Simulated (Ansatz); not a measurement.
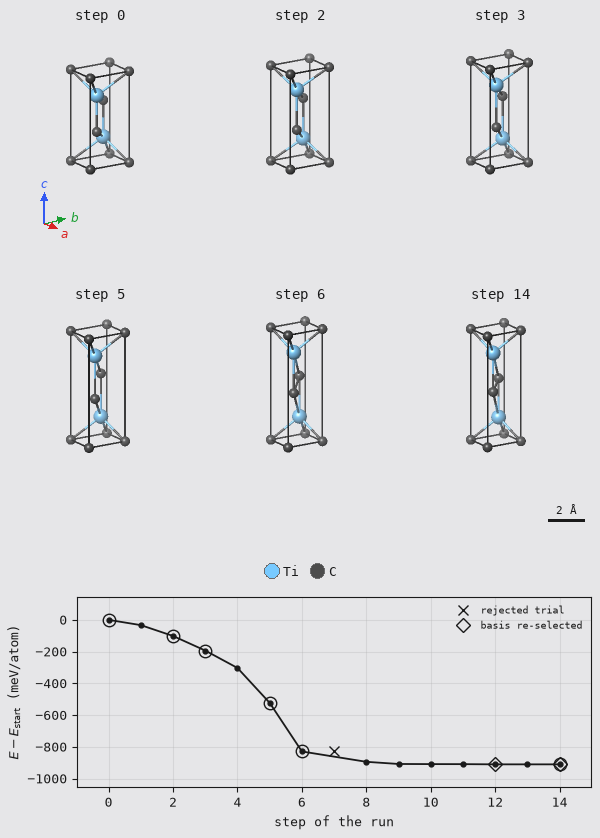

Frames of a relaxation of solid Ti2C3 (built on the A-type sesquioxide_164 type) (coarse preliminary run), marked on the history of the run. A ball-and-stick model of the cell of the calculation, seen slightly off an axis.

Case: A-type sesquioxide type (P-3m1, No. 164).

All numbers below come from DFT r2SCAN, scalar-relativistic, plane waves, PAW (Ansatz 0.2.0).

The input:
```yaml
crystal:
  lattice:
    - [3.349206113, 0.0, 0.0]
    - [-1.6746030565, 2.9004975764, 0.0]
    - [0.0, 0.0, 5.2108206784]
  atoms:
    - { symbol: Ti, position: [0.3333333333, 0.6666666667, 0.245] }
    - { symbol: Ti, position: [0.6666666667, 0.3333333333, 0.755] }
    - { symbol: C, position: [0.0, 0.0, 0.0] }
    - { symbol: C, position: [0.3333333333, 0.6666666667, 0.645] }
    - { symbol: C, position: [0.6666666667, 0.3333333333, 0.355] }
basis:
  ecutwfc: 500
kpoints:
  mp_grid: { grid: [6, 6, 4] }
hamiltonian:
  xc: r2scan
scf:
  occupations: { method: gaussian, width: 0.1 }
  lower_state_search: "off"
output:
  forces: true
  stress: true
  eigenvalues: true
relax:
  adjacent_minimum: "off"
  f_tol: 0.04
  max_steps: 70
  cell: { stress_tol: 0.4 }
```

Launched with:
```bash
ansatz run input.yaml --threads 1 --pin off --max-ram 2560MiB --backend cpu --events-out ev --progress --plain --runs-dir out
```

Q: What happens along the run?

A: The largest moves relative to the cell, 0.66 Å, are those of C4 and C5. C5 goes along +c. By element the largest moves are C 0.66 Å, Ti 0.35 Å. The volume changes by −10.7 %, with a = b 3.349 → 2.872 Å (−14.2 %), c 5.211 → 6.330 Å (+21.5 %). Near-neighbour distances that change, for instance: C4–C5 2.454 → 1.738 Å, Ti1–Ti1 3.349 → 2.872 Å, Ti1–C5 2.017 → 2.375 Å, Ti1–Ti2 3.203 → 2.923 Å. Among the angles between lasting bonds that change: Ti2–C4–Ti2 112.3° → 74.4°, Ti1–C4–Ti2 106.5° → 135.7°, Ti1–C3–Ti2 87.4° → 91.0°. The space group stays P-3m1 (No. 164). Over 11 accepted moves (14 points after the start) the energy falls by 910 meV per atom. Largest force component: 1.8 eV/Å at the start, 0.0027 eV/Å at the end. The pressure goes from 8.67 to −0.02 GPa. The line search rejected the trial step at point 7 of the run. The SCF was repeated twice at an unchanged geometry on a basis and grid sized afresh for the cell, which shifted the energy by 1.3 meV per atom at most. Cost: 110 s on 1 thread of Intel(R) Xeon(R) Platinum 8259CL CPU @ 2.50GHz (Skylake/Cascade Lake), with other jobs on the host, peak memory 0.53 GiB. From step 0 to 2: Ti atoms move most (0.15 Å), volume +4.3 %, energy −101 meV per atom. From step 2 to 3: Ti atoms move most (0.06 Å), volume +1.2 %, energy −91.9 meV per atom. From step 3 to 5: C atoms move most (0.22 Å), volume −2.6 %, energy −330 meV per atom. From step 5 to 6: C atoms move most (0.24 Å), volume −6.5 %, energy −306 meV per atom. From step 6 to 14: C atoms move most (0.10 Å), volume −7.1 %, energy −81.2 meV per atom.
